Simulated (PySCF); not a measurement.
System: H$_{3}$PSiZn (SMILES [SiH2]=[P][ZnH]).

The calculation's input:

```
from pyscf import gto, dft

molecule = gto.Mole()
molecule.atom = '''
P   -0.421636   0.337708  -2.204805
Si  -0.727595   2.372325  -2.056815
Zn  -0.576127   0.211612   0.064041
H   -0.769051   3.278492  -3.243054
H   -0.940269   3.192947  -0.819525
H   -0.678726   0.083719   1.603852
'''
molecule.basis = 'def2-tzvpd'
molecule.verbose = 3
molecule.max_memory = 3720
molecule.build()

calc0 = dft.RKS(molecule, xc='pbe0')
calc0 = calc0.density_fit(auxbasis='def2-universal-jkfit')
calc0.grids.level = 3
calc0.max_cycle = 100
calc0.conv_tol = 1e-09
calc0.kernel()
if not calc0.converged:
    calc0 = calc0.newton().run(calc0.mo_coeff, calc0.mo_occ)

energy = calc0.e_tot
print('Final energy', energy)
grad = calc0.nuc_grad_method().kernel()
calc0.analyze()
```

Run with:

```sh
OMP_NUM_THREADS=2 python input.py
```

Geometry: PBE0-D4/def2-SVP.

Level of theory: PySCF, Gaussian-basis quantum chemistry of an isolated molecule with PySCF, energy and nuclear gradient, functional PBE0.

Predict the electron density and electron localisation function between the atoms.

Answer. Si–P (2.06 Å): ρ is about 0.85 e/Å³ halfway; the ELF peaks at about 0.90 between the atoms: a covalent bond.
Zn–P (2.28 Å): ρ at the midpoint is about 0.57 e/Å³; the ELF peaks at about 0.85 in the valence shell of P, 1.0 Å from its nucleus, and is about 0.65 at the midpoint.
Si–H (1.49 Å): ρ at the midpoint is about 0.8 e/Å³; the ELF climbs to about 1 towards the hydrogen, as it does in any bond to H.
Zn–H (1.55 Å): ρ at the midpoint is about 1.1 e/Å³; the ELF climbs to about 1 towards the hydrogen.

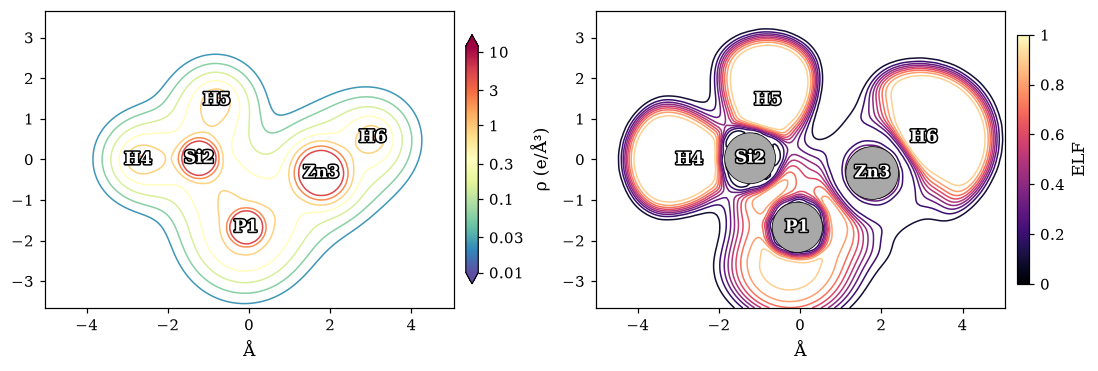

Computed electron density and electron localisation function on the molecular plane, in this order. Grey discs cover the atomic cores in the ELF map. 
